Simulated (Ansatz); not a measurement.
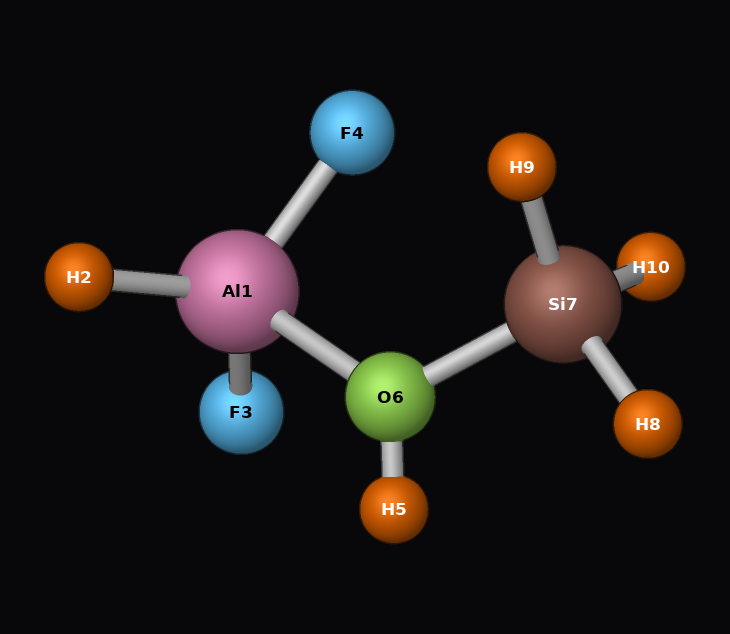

The questions are on Mulliken charges. Computed geometry: PBE0-D4/def2-TZVP optimisation. Properties computed with RKS PBE0-D4/def2-SVP (Ansatz 0.2.0).

Which atom carries the highest charge (most positive or least negative)?

Al1 (1.01 e).

And the lowest?

O6 (−0.60 e).

List the Mulliken charges.

| atom | value (e) |
| --- | --- |
| Al1 | 1.01 |
| H2 | −0.25 |
| F3 | −0.40 |
| F4 | −0.41 |
| H5 | 0.27 |
| O6 | −0.60 |
| Si7 | 0.60 |
| H8 | −0.08 |
| H9 | −0.08 |
| H10 | −0.07 |

Mulliken values depend strongly on the basis set and can even reverse the polarity of a bond.
